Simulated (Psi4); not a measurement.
**SiNH4 (SMILES [NH][SiH3]): a chain of runs**

We compute a series of 8 runs (UCAM-B3LYP/def2-SVP) of H4NSi. 

The calculation is run with Psi4 1.11.

### Step 1. The structure to begin with

SiNH4: 6 atoms, total charge 0, spin state doublet. SMILES: `[NH][SiH3]`. The shape is that of a PBE0-D4/def2-TZVP optimisation.

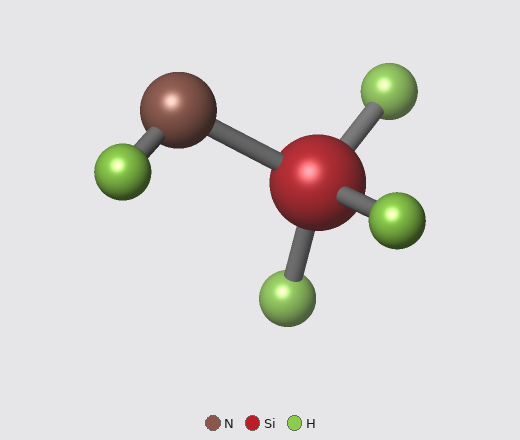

Viewed from a chosen angle; nitrogen brown, silicon red, hydrogen green.

### Step 2. A single-point energy at UCAM-B3LYP/def2-SVP (density fitting) (run 1)

job.in

```
memory 1600 MB

molecule {
  0 2
  N      0.592100    -0.835200     0.909500
  Si    -0.203700     0.347600    -0.110000
  H      0.922800    -1.640700     0.372700
  H     -1.310600    -0.282300    -0.885500
  H      0.789500     0.911800    -1.068900
  H     -0.748100     1.434800     0.736200
  symmetry c1
}

set basis def2-SVP
set reference uks

e, wfn = energy("cam-b3lyp", return_wfn=True)
```

Launch:

```console
$ psi4 -i job.in -o job.out -n 1
```

job.out, shortened:

```text
[...]
  Running in c1 symmetry.
[...]
  Nuclear repulsion =   56.674425113493072
[...]
  Multiplicity = 2
[...]
  Nalpha       = 13
  Nbeta        = 12
[...]
    Number of basis functions: 52
[...]
   @DF-UKS iter   1:  -346.25860445447324   -4.80495e-01   1.02223e-02 ADIIS/DIIS
[...]
   @DF-UKS iter   9:  -346.41986763678165   -2.77949e-08   6.42868e-07 DIIS
[...]
   @S^2 Observed:                7.534653376E-01
[...]
    Orbital Energies [Eh]
    ---------------------
    Alpha Occupied:
       1A    -66.198253     2A    -14.416893     3A     -5.369531
       4A     -3.732100     5A     -3.731268     6A     -3.730834
       7A     -0.911823     8A     -0.616476     9A     -0.498678
      10A     -0.447781    11A     -0.421393    12A     -0.367069
      13A     -0.357671
    Alpha Virtual:
      14A      0.067989    15A      0.121150    16A      0.124739
      17A      0.138334    18A      0.161800    19A      0.275473
      20A      0.357141    21A      0.364764    22A      0.460419
      23A      0.489183    24A      0.503866    25A      0.564534
[...]
  @DF-UKS Final Energy:  -346.41986763678165
   => Energetics <=
    Nuclear Repulsion Energy =             56.6744251134930721
    One-Electron Energy =                -590.0371720169052878
    Two-Electron Energy =                 208.8268631857765172
    DFT Exchange-Correlation Energy =     -21.8839839191459404
    Empirical Dispersion Energy =           0.0000000000000000
    VV10 Nonlocal Energy =                  0.0000000000000000
    Total Energy =                       -346.4198676367816461
[...]
 Multipole Moments:
 ------------------------------------------------------------------------------------
     Multipole            Electronic (a.u.)      Nuclear  (a.u.)        Total (a.u.)
 ------------------------------------------------------------------------------------
 L = 1.  Multiply by 2.5417464519 to convert [e a0] to [Debye]
 Dipole X            :          0.5108450           -0.5146409           -0.0037959
 Dipole Y            :         -0.7175874            0.5335579           -0.1840295
 Dipole Z            :          0.9650822           -1.5189854           -0.5539032
 Magnitude           :                                                    0.5836866
[...]
```

It took 10 s on 1 thread of AMD EPYC 7R43 (Zen 3), shared host; peak memory 0.39 GiB.

### Step 3. The distorted shape: the energy at UCAM-B3LYP/def2-SVP (density fitting) (run 2)

h4nsi.xyz

```xyz
6
H4NSi
N      0.426034    -0.929703     0.793153
Si    -0.369766     0.253097    -0.226347
H      0.756734    -1.735203     0.256353
H     -1.310600    -0.282300    -0.885500
H      0.623434     0.817297    -1.185247
H     -0.914166     1.340297     0.619853
```

job.py

```python
import psi4

psi4.set_memory('1600 MB')
psi4.set_num_threads(1)
psi4.set_output_file('psi4.out', False)

with open('h4nsi.xyz') as f:
    atoms = ''.join(f.readlines()[2:])
m = psi4.geometry('0 2\n' + atoms + 'symmetry c1')

psi4.set_options({
    'reference': 'uks',
})

psi4.set_options({'reference': 'uhf', 'stability_analysis': 'follow', 'max_attempts': 5})
psi4.energy("scf/def2-SVP")
psi4.set_options({'reference': 'uks', 'stability_analysis': 'none', 'guess': 'read', 'guess_mix': False})

E = psi4.energy("cam-b3lyp/def2-SVP", molecule=m)
print(f'cam-b3lyp/def2-SVP energy: {E:.10f} Eh')
for k, v in sorted(psi4.core.scalar_variables().items()):
    print(f'{k:45s} {v:18.10f}')
```

Launch:

```console
$ python job.py
```

psi4.out, shortened:

```text
[...]
  Running in c1 symmetry.
[...]
  Nuclear repulsion =   57.690385157438520
[...]
  Multiplicity = 2
[...]
  Nalpha       = 13
  Nbeta        = 12
[...]
    Number of basis functions: 52
[...]
   @DF-UHF iter   1:  -345.38603339108812   -6.33555e-01   6.84281e-03 ADIIS/DIIS
[...]
   @DF-UKS iter   8:  -346.39626627911747   -1.76103e-08   7.21119e-07 DIIS
[...]
   @S^2 Observed:                7.533100756E-01
[...]
    Orbital Energies [Eh]
    ---------------------
    Alpha Occupied:
       1A    -66.179569     2A    -14.413280     3A     -5.358692
       4A     -3.720849     5A     -3.720127     6A     -3.719272
       7A     -0.909354     8A     -0.628306     9A     -0.503868
      10A     -0.454286    11A     -0.420195    12A     -0.368686
      13A     -0.355613
    Alpha Virtual:
      14A      0.069414    15A      0.121626    16A      0.129475
      17A      0.148335    18A      0.187137    19A      0.265840
      20A      0.345787    21A      0.365506    22A      0.461496
      23A      0.489070    24A      0.504964    25A      0.567114
[...]
  @DF-UKS Final Energy:  -346.39626627911747
   => Energetics <=
    Nuclear Repulsion Energy =             57.6903851574385200
    One-Electron Energy =                -592.0818303684552575
    Two-Electron Energy =                 209.9285024996385118
    DFT Exchange-Correlation Energy =     -21.9333235677392580
    Empirical Dispersion Energy =           0.0000000000000000
    VV10 Nonlocal Energy =                  0.0000000000000000
    Total Energy =                       -346.3962662791174694
[...]
 Multipole Moments:
 ------------------------------------------------------------------------------------
     Multipole            Electronic (a.u.)      Nuclear  (a.u.)        Total (a.u.)
 ------------------------------------------------------------------------------------
 L = 1.  Multiply by 2.5417464519 to convert [e a0] to [Debye]
 Dipole X            :          0.2881922           -0.3726679           -0.0844757
 Dipole Y            :         -0.8424530            0.6143503           -0.2281027
 Dipole Z            :          0.8092848           -1.4195182           -0.6102334
 Magnitude           :                                                    0.6569260
[...]
```

The script printed:

```text
cam-b3lyp/def2-SVP energy: -346.3962662791 Eh
CURRENT ENERGY                                   -346.3962662791
CURRENT REFERENCE ENERGY                         -346.3962662791
DD SOLVATION ENERGY                                 0.0000000000
DFT FUNCTIONAL TOTAL ENERGY                      -346.3962662791
DFT TOTAL ENERGY                                 -346.3962662791
DFT VV10 ENERGY                                     0.0000000000
DFT XC ENERGY                                     -21.9333235677
GRID ELECTRONS ALPHA                               12.9999982740
GRID ELECTRONS BETA                                11.9999977560
GRID ELECTRONS TOTAL                               24.9999960300
NUCLEAR REPULSION ENERGY                           57.6903851574
ONE-ELECTRON ENERGY                              -592.0818303685
PCM POLARIZATION ENERGY                             0.0000000000
PE ENERGY                                           0.0000000000
SCF ITERATION ENERGY                             -346.3962662791
SCF ITERATIONS                                      8.0000000000
SCF TOTAL ENERGY                                 -346.3962662791
TWO-ELECTRON ENERGY                               209.9285024996
XC GRID RADIAL POINTS                              75.0000000000
XC GRID SPHERICAL POINTS                          302.0000000000
XC GRID TOTAL POINTS                           130569.0000000000
```

It took 10 s on 1 thread of AMD EPYC 7R43 (Zen 3), shared host; peak memory 0.4 GiB.

Runs 3 to 7 aren't shown in full; the table further down has their settings and results.

### Step 4. The distorted shape: the energy at UCAM-B3LYP/def2-SVP (density fitting) (run 8)

h4nsi.xyz

```xyz
6
H4NSi
N      2.805883     0.424590     2.460488
Si     2.010083     1.607390     1.440988
H      3.136583    -0.380910     1.923688
H     -1.310600    -0.282300    -0.885500
H      3.003283     2.171590     0.482088
H      1.465683     2.694590     2.287188
```

h4nsi.py

```python
import psi4

psi4.set_memory('1600 MB')
psi4.set_num_threads(1)
psi4.core.set_output_file('h4nsi.out', False)

with open('h4nsi.xyz') as f:
    atoms = ''.join(f.readlines()[2:])
mol = psi4.geometry('0 2\n' + atoms + 'symmetry c1')

psi4.set_options(dict(reference='uks'))

psi4.set_options({'reference': 'uhf', 'stability_analysis': 'follow', 'max_attempts': 5})
psi4.energy("scf/def2-SVP")
psi4.set_options({'reference': 'uks', 'stability_analysis': 'none', 'guess': 'read', 'guess_mix': False})

result = psi4.energy("cam-b3lyp/def2-SVP")
print('E =', round(result, 9))
```

Launch:

```console
$ python h4nsi.py
```

h4nsi.out, shortened:

```text
[...]
  Running in c1 symmetry.
[...]
  Nuclear repulsion =   52.355932367734859
[...]
  Multiplicity = 2
[...]
  Nalpha       = 13
  Nbeta        = 12
[...]
    Number of basis functions: 52
[...]
   @DF-UHF iter   1:  -345.16087379238246   -7.79494e-01   1.08339e-02 DIIS/ADIIS
[...]
   @DF-UKS iter  11:  -346.29413712489281   -5.01327e-08   4.90546e-07 DIIS
[...]
   @S^2 Observed:                1.127907555E+00
[...]
    Orbital Energies [Eh]
    ---------------------
    Alpha Occupied:
       1A    -66.211469     2A    -14.387119     3A     -5.381913
       4A     -3.747833     5A     -3.742238     6A     -3.741709
       7A     -0.849840     8A     -0.599476     9A     -0.466191
      10A     -0.425989    11A     -0.391958    12A     -0.344880
      13A     -0.292578
    Alpha Virtual:
      14A     -0.057281    15A      0.076260    16A      0.122333
      17A      0.139043    18A      0.169316    19A      0.229536
      20A      0.358316    21A      0.391969    22A      0.467317
      23A      0.481645    24A      0.503363    25A      0.524218
[...]
  @DF-UKS Final Energy:  -346.29413712489281
   => Energetics <=
    Nuclear Repulsion Energy =             52.3559323677348587
    One-Electron Energy =                -581.4372467687048811
    Two-Electron Energy =                 204.5835166756230876
    DFT Exchange-Correlation Energy =     -21.7963393995459604
    Empirical Dispersion Energy =           0.0000000000000000
    VV10 Nonlocal Energy =                  0.0000000000000000
    Total Energy =                       -346.2941371248928704
[...]
 Multipole Moments:
 ------------------------------------------------------------------------------------
     Multipole            Electronic (a.u.)      Nuclear  (a.u.)        Total (a.u.)
 ------------------------------------------------------------------------------------
 L = 1.  Multiply by 2.5417464519 to convert [e a0] to [Debye]
 Dipole X            :          2.1775074           -2.4072455           -0.2297381
 Dipole Y            :          0.6122722           -0.5434602            0.0688120
 Dipole Z            :          1.9627730           -2.8449542           -0.8821812
 Magnitude           :                                                    0.9141982
[...]
```

The script printed:

```text
E = -346.294137125
```

Wall time 13 s (1 thread of AMD EPYC 7R43 (Zen 3), shared host); peak memory 0.38 GiB.

### Step 5. All runs side by side

```tsv
run	start	partner	energy (Eh)	dipole moment (D)	HOMO energy (eV)	LUMO energy (eV)	wall time
1	–	base	-346.419868	1.48	-9.15	-1.93	10 s
2	stable UHF solution	Si2–H4 1.27 Å	-346.396266	1.67	-9.10	-1.82	10 s
3	stable UHF solution	Si2–H4 1.71 Å	-346.408229	1.30	-9.19	-2.08	13 s
4	stable UHF solution	Si2–H4 1.94 Å	-346.384199	1.18	-9.13	-2.26	14 s
5	stable UHF solution	Si2–H4 2.24 Å	-346.348952	1.21	-8.77	-2.50	16 s
6	stable UHF solution	Si2–H4 2.68 Å	-346.313399	1.49	-8.23	-2.47	15 s
7	stable UHF solution	Si2–H4 3.28 Å	-346.292453	2.53	-7.85	-2.51	16 s
8	stable UHF solution	Si2–H4 4.47 Å	-346.294137	2.32	-7.96	-1.87	13 s
```

### Step 6. Outcome

| quantity | value |
| --- | --- |
| distorted shape, run 8: total energy | -346.29414 Eh |
| distorted shape, run 8: dipole moment | 2.32 D |
| distorted shape, run 8: HOMO energy (highest over α and β) | -7.96 eV |
| distorted shape, run 8: LUMO energy (lowest over α and β) | -1.87 eV |
| distorted shape, run 8: ⟨S²⟩ | 1.128 |
| energy change with the Si2–H4 bond stretched from 1.491 to 1.715 Å | 0.317 eV |
| energy change with the Si2–H4 bond shortened from 1.491 to 1.267 Å | 0.642 eV |
| energy change with the Si2–H4 bond stretched from 1.491 to 4.473 Å | 3.421 eV |
| energy change with the Si2–H4 bond stretched from 1.491 to 3.280 Å | 3.467 eV |
| energy change with the Si2–H4 bond stretched from 1.491 to 2.684 Å | 2.897 eV |
| energy change with the Si2–H4 bond stretched from 1.491 to 2.237 Å | 1.930 eV |
| energy change with the Si2–H4 bond stretched from 1.491 to 1.938 Å | 0.971 eV |

What this shows: With the Si2–H4 bond stretched from 1.491 to 1.715 Å the energy rises by 0.32 eV (30.6 kJ/mol). The first shape isn't relaxed at this level, so the change isn't measured from a minimum. With the Si2–H4 bond shortened from 1.491 to 1.267 Å the energy rises by 0.64 eV (14.8 kcal/mol). With the Si2–H4 bond stretched from 1.491 to 4.473 Å the energy rises by 3.42 eV (79 kcal/mol). With the Si2–H4 bond stretched from 1.491 to 3.280 Å the energy rises by 3.47 eV (335 kJ/mol). With the Si2–H4 bond stretched from 1.491 to 2.684 Å the energy rises by 2.90 eV (280 kJ/mol). With the Si2–H4 bond stretched from 1.491 to 2.237 Å the energy rises by 1.93 eV (45 kcal/mol). The lowest energy is that of run 1; the highest lies 3.467 eV above it. Spin contamination of the reference: run 8 ⟨S²⟩ = 1.13, run 6 ⟨S²⟩ = 1.06, run 7 ⟨S²⟩ = 1.03. All runs together took 1.8 min, the longest 16 s.
